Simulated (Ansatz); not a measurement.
**Si2 (singlet): one geometry, many settings at distance Si1–Si2 = 2.286 Å**

Aim: run Si2 (singlet) at one geometry under a spread of methods and options, and see what each costs and gives.

The runs use Ansatz 0.2.0, Gaussian basis; the settings change from run to run.

29 further runs of the same task are left out: 4 for a known fault of the program, 22 that didn't finish, 3 set aside as unsound or not needed.

**1. The geometry**

The geometry derives from a PBE0/def2-TZVP stationary point (not a proven minimum). One bond is set to the value named and the two fragments are kept rigid.

2 atoms, charge 0, spin multiplicity 1.

Atoms are counted from 1 here; the program's logs count them from 0.

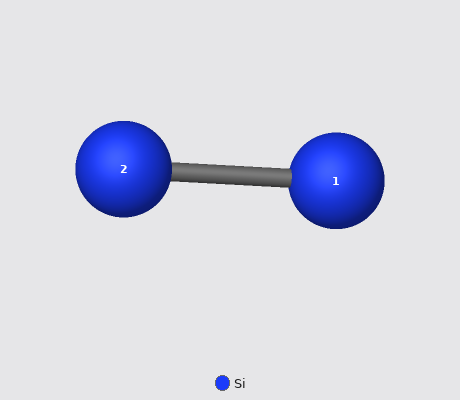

The geometry (silicon blue); atoms are numbered from 1 in the order of the file.

**2. CASSCF(6,5)/6-31G**

in.yaml

```yaml
crystal:
  periodic: [false, false, false]
  atoms:
    - {symbol: Si, position_ang: [0.000000, 0.000000, 0.000000]}
    - {symbol: Si, position_ang: [0.000000, 0.000000, 2.286080]}
basis:
  gaussian: {orbitals: 6-31G}
correlation: {active_space: {window: {electrons: 6, orbitals: 5}}}
output: {forces: true}
```

Started as:

```
$ ansatz run in.yaml --threads 1 --pin off --events-out ev --progress --plain --max-ram 2393MiB
```

Output:

```text
Functional definition: HF
  name "HF"
  cite "Fock, Z. Phys. 61, 126 (1930) doi:10.1007/BF01340294"
  parent pbe
  exchange = exact_x
  correlation = 0
280 factors; integrals over basis functions are off by at most 1.3e-4 eV
mean field evaluation 1: about -15717.1927 eV, gradient 4.1e0 eV
mean field evaluation 2: about -15717.1944 eV, gradient 4.1e0 eV
mean field evaluation 4: about -15717.3301 eV, gradient 2.0e-1 eV
mean field evaluation 8: about -15717.3305 eV, gradient 1.1e-5 eV
mean field evaluation 16: about -15718.4422 eV, gradient 3.7e0 eV
mean field evaluation 32: about -15717.3304 eV, gradient 9.0e-2 eV
mean field evaluation 64: about -15717.3305 eV, gradient 2.2e-6 eV
mean field -15718.57404101 eV, -577.6469415750 hartree, gradient 4.5e-6 eV, S^2 0.000000; 9 other end points of the search recorded, 0 dependent functions left out
reference -15718.57404101 eV, -577.6469415750 hartree; 14, 14 occupied and 12, 12 virtual orbitals, 280 factors
state -15719.96642688 eV, -577.6981108118 hartree
the calculation of the forces begins
Total energy: -15719.96642688 eV, -577.6981108118 hartree
Atom 0 at     0.000000     0.000000     0.000000 Å, force    -0.000000    -0.000000    -1.908246 eV/Å
Atom 1 at     0.000000     0.000000     2.286080 Å, force     0.000000     0.000000     1.908246 eV/Å
Dipole moment:     0.000000     0.000000    -0.000000 e Å
```

Wall time 1.1 s (1 thread of Arm Neoverse V1, shared host).

From the report: 100 determinants; active occupations 1.99, 1.96, 1.88, 0.13, 0.04.

**3. CCSD/6-31G**

in.yaml

```yaml
crystal:
  periodic: [false, false, false]
  atoms:
    - {symbol: Si, position_ang: [0.000000, 0.000000, 0.000000]}
    - {symbol: Si, position_ang: [0.000000, 0.000000, 2.286080]}
basis:
  gaussian: {orbitals: 6-31G}
magnetization: {spin_polarized: true, initial_magnetization: 0}
hamiltonian: {xc: {name: PBE}}
correlation: {method: ccsd, electrons: outside_noble_gas}
scf: {lower_state_search: off}
```

Same command.

Output, cut to the lines that bear on the results:

```text
Functional definition: PBE
  name "PBE"
  cite "Perdew, Burke & Ernzerhof, Phys. Rev. Lett. 77, 3865 (1996) doi:10.1103/PhysRevLett.77.3865"
  parent pbe
[...]
280 factors; integrals over basis functions are off by at most 1.3e-4 eV
[...]
mean field -15741.16242296 eV, -578.4770493008 hartree, gradient 2.2e-6 eV, S^2 0.000000; 0 other end points of the search recorded, 0 dependent functions left out
10 core orbitals not correlated: weight in the atoms' cores, before any rotation towards them, 1.000 or more for the frozen orbitals, at most 0.000 for the correlated occupied ones
reference -15718.27919826 eV, -577.6361063039 hartree; 4, 4 occupied and 12, 12 virtual orbitals, 280 factors
second order -2.32716166 eV of doubles, -0.14938681 eV of singles
cycle   1  -2.75384918 eV  change   -2.9e-1 eV  update   7.4e-2
[...]
cycle  15  -3.00517942 eV  change    4.3e-7 eV  update   5.3e-6
Total energy: -15721.28437768 eV, -577.7465446105 hartree
Checks for a lower state left out: stability, starts, cluster_reference, orbital_swaps, neighbouring_geometries, increment
```

Run time: 0.69 s. Hardware: 1 thread of Arm Neoverse V1, shared host.

From the report: ⟨S²⟩ of the determinant 0.000 (pure singlet: 0.00); correlation -3.0052 eV; T1 0.017; largest double amplitude 0.20. The orbitals are Kohn-Sham ones, so correlation energy and T1 don't compare with those on Hartree-Fock orbitals.

**4. BCCD(T) on UHF/cc-pVDZ**

in.yaml

```yaml
crystal:
  periodic: [false, false, false]
  atoms:
    - {symbol: Si, position_ang: [0.000000, 0.000000, 0.000000]}
    - {symbol: Si, position_ang: [0.000000, 0.000000, 2.286080]}
basis:
  gaussian: {orbitals: cc-pVDZ}
magnetization: {spin_polarized: true, initial_magnetization: 0}
correlation: {method: bccd_t, electrons: outside_noble_gas}
scf: {lower_state_search: full}
```

The command is unchanged.

Output, cut to the lines that bear on the results:

```text
Functional definition: HF
  name "HF"
  cite "Fock, Z. Phys. 61, 126 (1930) doi:10.1007/BF01340294"
  parent pbe
[...]
370 factors; integrals over basis functions are off by at most 9.7e-4 eV
[...]
mean field -15721.34549343 eV, -577.7487905728 hartree, gradient 1.6e-6 eV, S^2 1.651055; 37 other end points of the search recorded, 0 dependent functions left out
determinant -15721.34549343 eV, -577.7487905728 hartree, with singles and doubles -15725.53949804 eV, -577.9029173994 hartree
determinant -15721.31797043 eV, -577.7477791211 hartree, with singles and doubles -15725.75757999 eV, -577.9109317635 hartree
determinant -15721.15436993 eV, -577.7417669136 hartree, with singles and doubles -15725.51701548 eV, -577.9020911805 hartree
determinant -15720.86602578 eV, -577.7311704616 hartree, with singles and doubles -15725.55885495 eV, -577.9036287526 hartree
[...]
determinant -15721.15436993 eV, -577.7417669136 hartree, with singles and doubles -15725.53558697 eV, -577.9027736703 hartree
determinant -15720.86602578 eV, -577.7311704616 hartree, with singles and doubles -15725.56135148 eV, -577.9037204985 hartree
10 core orbitals not correlated: weight in the atoms' cores, before any rotation towards them, 1.000 or more for the frozen orbitals, at most 0.000 for the correlated occupied ones
reference -15721.31797043 eV, -577.7477791211 hartree; 4, 4 occupied and 22, 22 virtual orbitals, 370 factors
second order -3.52120003 eV of doubles, -0.00000000 eV of singles
cycle   1  -4.43552824 eV  change    7.2e-3 eV  update   3.6e-3
[...]
cycle   9  -4.43529088 eV  change   -2.9e-6 eV  update   3.6e-6
perturbative correction -0.24507795 eV, -0.0090064486 hartree
WARN: the results are in doubt because among natural orbitals full CI differs from the method by +0.494 eV
Total energy: -15725.99833926 eV, -577.9197795032 hartree
In doubt: among natural orbitals full CI differs from the method by +0.494 eV
```

It took 11 s on 1 thread of Arm Neoverse V1, shared host.

From the report: ⟨S²⟩ of the determinant 1.014 (pure singlet: 0.00); correlation -4.6804 eV; largest double amplitude 0.12. The determinant is far from a pure spin state, so its energy mixes those of several spin states (harmless only where they are near-degenerate, as at dissociation). Mind the lines of doubt at the end of the log.

**5. MP2 on UHF/def2-mTZVP**

in.yaml

```yaml
crystal:
  periodic: [false, false, false]
  atoms:
    - {symbol: Si, position_ang: [0.000000, 0.000000, 0.000000]}
    - {symbol: Si, position_ang: [0.000000, 0.000000, 2.286080]}
basis:
  gaussian: {orbitals: def2-mTZVP}
magnetization: {spin_polarized: true, initial_magnetization: 0}
correlation: {method: mp2, electrons: outside_noble_gas}
scf: {lower_state_search: full}
```

The command is unchanged.

Output, cut to the lines that bear on the results:

```text
Functional definition: HF
  name "HF"
  cite "Fock, Z. Phys. 61, 126 (1930) doi:10.1007/BF01340294"
  parent pbe
[...]
362 factors; integrals over basis functions are off by at most 1.1e-3 eV
[...]
mean field -15721.13564883 eV, -577.7410789261 hartree, gradient 2.0e-6 eV, S^2 1.647451; 36 other end points of the search recorded, 0 dependent functions left out
10 core orbitals not correlated: weight in the atoms' cores, before any rotation towards them, 1.000 or more for the frozen orbitals, at most 0.000 for the correlated occupied ones
reference -15721.13564883 eV, -577.7410789261 hartree; 4, 4 occupied and 30, 30 virtual orbitals, 362 factors
second order -2.65146035 eV of doubles, -0.00000000 eV of singles
Total energy: -15723.78710919 eV, -577.8385182969 hartree
```

It took 5.5 s on 1 thread of Arm Neoverse V1, shared host.

From the report: ⟨S²⟩ of the determinant 1.647 (pure singlet: 0.00). The determinant is far from a pure spin state, so its energy mixes those of several spin states (harmless only where they are near-degenerate, as at dissociation).

**6. CCSDT(Q) on RHF/6-31G**

in.yaml

```yaml
crystal:
  periodic: [false, false, false]
  atoms:
    - {symbol: Si, position_ang: [0.000000, 0.000000, 0.000000]}
    - {symbol: Si, position_ang: [0.000000, 0.000000, 2.286080]}
basis:
  gaussian: {orbitals: 6-31G}
magnetization: {spin_polarized: false}
correlation: {method: ccsdt_q, electrons: valence}
accuracy: high
scf: {lower_state_search: light}
```

Same command.

Output, cut to the lines that bear on the results:

```text
Functional definition: HF
  name "HF"
  cite "Fock, Z. Phys. 61, 126 (1930) doi:10.1007/BF01340294"
  parent pbe
[...]
504 factors; integrals over basis functions are off by at most 3.8e-9 eV
[...]
mean field -15718.57407584 eV, -577.6469428551 hartree, gradient 2.6e-8 eV, S^2 0.000000; 9 other end points of the search recorded, 0 dependent functions left out; unrestricted orbitals would lower it
[...]
determinant -15718.57407584 eV, -577.6469428551 hartree, with singles and doubles -15721.40834889 eV, -577.7511004683 hartree
determinant -15717.33058701 eV, -577.6012454834 hartree, with singles and doubles -15721.39792463 eV, -577.7507173838 hartree
determinant -15718.57407584 eV, -577.6469428551 hartree, with singles and doubles -15721.41256834 eV, -577.7512555305 hartree
determinant -15717.33058701 eV, -577.6012454834 hartree, with singles and doubles -15721.40114919 eV, -577.7508358845 hartree
10 core orbitals not correlated: weight in the atoms' cores, before any rotation towards them, 1.000 or more for the frozen orbitals, at most 0.000 for the correlated occupied ones
reference -15717.33058701 eV, -577.6012454834 hartree; 4, 4 occupied and 12, 12 virtual orbitals, 504 factors
second order -3.71290725 eV of doubles, -0.00000000 eV of singles
cycle   1  -3.50684211 eV  change    2.1e-1 eV  update   1.5e-1
[...]
cycle  41  -4.33161122 eV  change  -5.1e-11 eV  update  3.7e-10
perturbative correction -0.09522214 eV, -0.0034993491 hartree
Total energy: -15721.75742037 eV, -577.7639286087 hartree
```

Wall time 1.5 s (1 thread of Arm Neoverse V1, shared host).

From the report: correlation -4.4268 eV; T1 0.035; largest double amplitude 0.28.

**7. CASSCF(2,2)/def2-SVPD**

in.yaml

```yaml
crystal:
  periodic: [false, false, false]
  atoms:
    - {symbol: Si, position_ang: [0.000000, 0.000000, 0.000000]}
    - {symbol: Si, position_ang: [0.000000, 0.000000, 2.286080]}
basis:
  gaussian: {orbitals: def2-SVPD}
correlation: {active_space: {window: {electrons: 2, orbitals: 2}}}
scf: {lower_state_search: off}
```

Launched as before.

Output:

```text
Functional definition: HF
  name "HF"
  cite "Fock, Z. Phys. 61, 126 (1930) doi:10.1007/BF01340294"
  parent pbe
  exchange = exact_x
  correlation = 0
these checks for a lower state are left out or cut short: stability, starts, cluster_reference, orbital_swaps, neighbouring_geometries, increment
460 factors; integrals over basis functions are off by at most 9.5e-4 eV
mean field evaluation 1: about -15713.4191 eV, gradient 6.2e0 eV
mean field evaluation 2: about -15713.4194 eV, gradient 6.2e0 eV
mean field evaluation 4: about -15713.6731 eV, gradient 6.0e-1 eV
mean field evaluation 8: about -15713.6775 eV, gradient 2.4e-4 eV
mean field -15713.67746246 eV, -577.4669956324 hartree, gradient 1.5e-6 eV, S^2 0.000000; 0 other end points of the search recorded, 0 dependent functions left out
reference -15713.67746246 eV, -577.4669956324 hartree; 14, 14 occupied and 34, 34 virtual orbitals, 460 factors
state -15715.61401038 eV, -577.5381624557 hartree
Total energy: -15715.61401038 eV, -577.5381624557 hartree
Checks for a lower state left out: stability, starts, cluster_reference, orbital_swaps, neighbouring_geometries, increment
```

Run time: 0.36 s. Hardware: 1 thread of Arm Neoverse V1, shared host.

From the report: 4 determinants; active occupations 1.98, 0.02.

**8. NEVPT2(6,5)/def2-SVP**

in.yaml

```yaml
crystal:
  periodic: [false, false, false]
  atoms:
    - {symbol: Si, position_ang: [0.000000, 0.000000, 0.000000]}
    - {symbol: Si, position_ang: [0.000000, 0.000000, 2.286080]}
basis:
  gaussian: {orbitals: def2-SVP, point_charges: [{charge: -1.00, position_ang: [4.502, -0.867, -0.809]}]}
correlation: {method: sc_nevpt2, electrons: outside_noble_gas, active_space: {window: {electrons: 6, orbitals: 5}}}
scf: {lower_state_search: full}
output: {forces: true}
```

Same command.

Output, cut to the lines that bear on the results:

```text
Functional definition: HF
  name "HF"
  cite "Fock, Z. Phys. 61, 126 (1930) doi:10.1007/BF01340294"
  parent pbe
[...]
332 factors; integrals over basis functions are off by at most 1.4e-3 eV
[...]
mean field -15715.54162289 eV, -577.5355022645 hartree, gradient 4.5e-6 eV, S^2 0.000000; 6 other end points of the search recorded, 0 dependent functions left out; unrestricted orbitals would lower it
reference -15715.54162289 eV, -577.5355022645 hartree; 14, 14 occupied and 22, 22 virtual orbitals, 332 factors
state -15716.73030824 eV, -577.5791856455 hartree
state -15716.73030824 eV, -577.5791856455 hartree; corrected -15719.44739667 eV, -577.6790368033 hartree
state -15716.68714676 eV, -577.5775994901 hartree
state -15716.68714676 eV, -577.5775994901 hartree; corrected -15719.42525580 eV, -577.6782231416 hartree
state -15716.73030824 eV, -577.5791856455 hartree; corrected -15719.44739667 eV, -577.6790368033 hartree
[...]
Total energy: -15719.44739667 eV, -577.6790368033 hartree
Atom 0 at     0.000000     0.000000     0.000000 Å, force     0.058648    -0.011294    -0.571038 eV/Å
Atom 1 at     0.000000     0.000000     2.286080 Å, force     0.101956    -0.019635     0.490405 eV/Å
Dipole moment:     0.318295    -0.061298    -0.081921 e Å
```

It took 1.7 s on 1 thread of Arm Neoverse V1, shared host.

From the report: 100 determinants; active occupations 1.99, 1.97, 1.89, 0.12, 0.03.

**9. CCSDT(Q)/B on RHF/cc-pVDZ**

in.yaml

```yaml
crystal:
  periodic: [false, false, false]
  atoms:
    - {symbol: Si, position_ang: [0.000000, 0.000000, 0.000000]}
    - {symbol: Si, position_ang: [0.000000, 0.000000, 2.286080]}
basis:
  gaussian: {orbitals: cc-pVDZ}
magnetization: {spin_polarized: false}
correlation: {method: ccsdt_q_b, electrons: outside_noble_gas, diis_vectors: 2}
```

Launched as before.

Output, cut to the lines that bear on the results:

```text
Functional definition: HF
  name "HF"
  cite "Fock, Z. Phys. 61, 126 (1930) doi:10.1007/BF01340294"
  parent pbe
[...]
659 factors; integrals over basis functions are off by at most 1.3e-7 eV
[...]
mean field -15720.47158990 eV, -577.7166752105 hartree, gradient 1.4e-6 eV, S^2 0.000000; 9 other end points of the search recorded, 0 dependent functions left out; unrestricted orbitals would lower it
determinant -15720.47158990 eV, -577.7166752105 hartree, with singles and doubles -15725.34929223 eV, -577.8959274647 hartree
determinant -15718.89737924 eV, -577.6588240359 hartree, with singles and doubles -15724.79073113 eV, -577.8754007231 hartree
10 core orbitals not correlated: weight in the atoms' cores, before any rotation towards them, 1.000 or more for the frozen orbitals, at most 0.000 for the correlated occupied ones
reference -15720.47158990 eV, -577.7166752105 hartree; 4, 4 occupied and 22, 22 virtual orbitals, 659 factors
second order -3.84946922 eV of doubles, -0.00000000 eV of singles
cycle   1  -4.48484029 eV  change   -6.4e-1 eV  update   1.0e-1
[...]
cycle   6  -5.19169318 eV  change    5.1e-7 eV  update   2.3e-7
perturbative correction -0.06069452 eV, -0.0022304824 hartree
Total energy: -15725.72397760 eV, -577.9096968983 hartree
```

It took 5.5 s on 1 thread of Arm Neoverse V1, shared host.

From the report: correlation -5.2524 eV; T1 0.019; largest double amplitude 0.44.

**10. CCSD on UHF/6-31G**

in.yaml

```yaml
crystal:
  periodic: [false, false, false]
  atoms:
    - {symbol: Si, position_ang: [0.000000, 0.000000, 0.000000]}
    - {symbol: Si, position_ang: [0.000000, 0.000000, 2.286080]}
basis:
  gaussian: {orbitals: 6-31G}
magnetization: {spin_polarized: true, initial_magnetization: 0}
correlation: {method: ccsd, electrons: all, diis_vectors: 2}
accuracy: high
```

The command is unchanged.

Output, cut to the lines that bear on the results:

```text
Functional definition: HF
  name "HF"
  cite "Fock, Z. Phys. 61, 126 (1930) doi:10.1007/BF01340294"
  parent pbe
[...]
504 factors; integrals over basis functions are off by at most 3.8e-9 eV
[...]
mean field -15719.43390070 eV, -577.6785408358 hartree, gradient 2.1e-8 eV, S^2 1.626581; 36 other end points of the search recorded, 0 dependent functions left out
determinant -15719.43390070 eV, -577.6785408358 hartree, with singles and doubles -15722.08379641 eV, -577.7759227067 hartree
determinant -15719.29834443 eV, -577.6735592348 hartree, with singles and doubles -15722.10573776 eV, -577.7767290368 hartree
determinant -15719.21653924 eV, -577.6705529496 hartree, with singles and doubles -15721.93440858 eV, -577.7704328053 hartree
determinant -15718.98210689 eV, -577.6619377193 hartree, with singles and doubles -15722.11005566 eV, -577.7768877166 hartree
[...]
determinant -15718.76353894 eV, -577.6539054954 hartree, with singles and doubles -15722.05400107 eV, -577.7748277483 hartree
determinant -15718.77520497 eV, -577.6543342140 hartree, with singles and doubles -15721.59975353 eV, -577.7581344593 hartree
determinant -15718.57407584 eV, -577.6469428551 hartree, with singles and doubles -15721.59117975 eV, -577.7578193785 hartree
determinant -15717.33058701 eV, -577.6012454834 hartree, with singles and doubles -15721.57705624 eV, -577.7573003491 hartree
reference -15719.43390070 eV, -577.6785408358 hartree; 14, 14 occupied and 12, 12 virtual orbitals, 504 factors
second order -1.62229642 eV of doubles, -0.00000000 eV of singles
cycle   1  -2.68140734 eV  change   -1.5e-6 eV  update   5.0e-6
[...]
cycle  34  -2.68140054 eV  change    1.2e-9 eV  update   1.1e-9
WARN: the results are in doubt because among natural orbitals full CI differs from the method by +0.248 eV
Total energy: -15722.11530124 eV, -577.7770804882 hartree
In doubt: among natural orbitals full CI differs from the method by +0.248 eV
```

Run time: 18 s. Hardware: 1 thread of Arm Neoverse V1, shared host.

From the report: ⟨S²⟩ of the determinant 1.627 (pure singlet: 0.00); correlation -2.6814 eV; T1 0.075; largest double amplitude 0.26. The determinant is far from a pure spin state, so its energy mixes those of several spin states (harmless only where they are near-degenerate, as at dissociation). Mind the lines of doubt at the end of the log.

**11. All runs side by side**

Where basis and cores are those of an earlier FCI/6-31G run (-15721.7561 eV), and the state is the same kind, the miss against it is given. † marks a result that the program doubts.

| level | correlated | functions | energy (eV) | from FCI (meV) | time |
| --- | --- | --- | --- | --- | --- |
| CASSCF(6,5)/6-31G |  | 26 | -15719.9664 | 1789.7 | 1.1 s |
| CCSD/6-31G (on PBE orbitals) | outside noble gas | 26 | -15721.2844 | 471.8 | 0.69 s |
| BCCD(T) on UHF/cc-pVDZ † | outside noble gas | 36 | -15725.9983 |  | 11 s |
| MP2 on UHF/def2-mTZVP | outside noble gas | 44 | -15723.7871 |  | 5.5 s |
| CCSDT(Q) on RHF/6-31G | valence | 26 | -15721.7574 | -1.3 | 1.5 s |
| CASSCF(2,2)/def2-SVPD |  | 48 | -15715.6140 |  | 0.36 s |
| NEVPT2(6,5)/def2-SVP (beside a point charge) | outside noble gas | 36 | -15719.4474 |  | 1.7 s |
| CCSDT(Q)/B on RHF/cc-pVDZ | outside noble gas | 36 | -15725.7240 |  | 5.5 s |
| CCSD on UHF/6-31G † | all | 26 | -15722.1153 |  | 18 s |

**12. What came out**

| quantity | value |
| --- | --- |
| runs | 9 |
| quickest | CASSCF(2,2)/def2-SVPD, 0.36 s |
| slowest | CCSD on UHF/6-31G †, 18 s |

Total energies in different bases, with other cores or another treatment of relativity can't be set against each other. CCSD on UHF/6-31G † took 50 times as long as CASSCF(2,2)/def2-SVPD; the jobs differ in more than the method. Among the correlated runs with a miss given, it spans -1 to +472 meV. Hartree-Fock, CASSCF and CASCI lack dynamic correlation by design. Cores frozen from Kohn-Sham orbitals shift the total energy.
